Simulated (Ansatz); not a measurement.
Reaction (SMILES): [PH2] (PH2) → PH2+ (singlet, bonded as [PH2]) + e-
B3LYP-D3(BJ)/def2-TZVP geometries, fixed; electronic energies without zero-point terms.
Largest species:
```xyz
3

P      0.0052    -0.0015     0.1165
H     -0.0501     1.0329    -0.8596
H     -0.0274    -1.0099    -0.8876
```
Charge 0, spin multiplicity 2.

Basis-set convergence of the adiabatic ionisation energy at MP2 with Ansatz (a program for electronic structure). Cartesian d functions, on some or all atoms, in 6-311+G**; all else is spherical. Cores are frozen. A restricted Hartree-Fock determinant is unstable towards unrestricted orbitals. Open shells are unrestricted. No added dispersion term, no relativity. Functions are those of the species that has most. Reference: Hartree-Fock in aug-cc-pV(Q+d)Z plus the correlation part extrapolated as X^-3 from aug-cc-pV(T+d)Z and aug-cc-pV(Q+d)Z, 9.831 eV, itself unsure by roughly 0.007 eV (a third of the extrapolation step and of the last Hartree-Fock step). Deviations are taken from unrounded values.

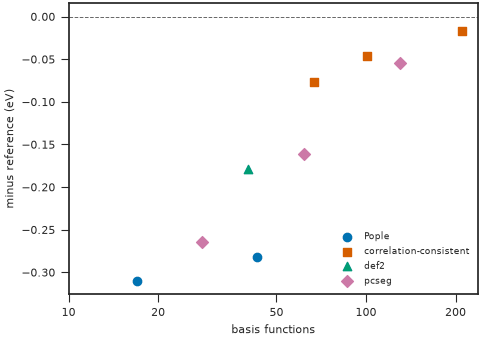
Fig. 1. Deviation from the reference against the number of basis functions, by family of sets.

| basis | functions | adiabatic ionisation energy (eV) | minus reference (eV) |
|---|---|---|---|
| 6-31G | 17 | 9.521 | -0.310 |
| pcseg-1 | 28 | 9.566 | -0.265 |
| def2-SVPD | 40 | 9.652 | -0.179 |
| 6-311+G** | 43 | 9.548 | -0.283 |
| pcseg-2 | 62 | 9.670 | -0.161 |
| cc-pV(T+d)Z | 67 | 9.754 | -0.077 |
| aug-cc-pV(T+d)Z | 101 | 9.785 | -0.046 |
| pcseg-3 | 130 | 9.776 | -0.055 |
| cc-pV(5+d)Z | 210 | 9.814 | -0.017 |
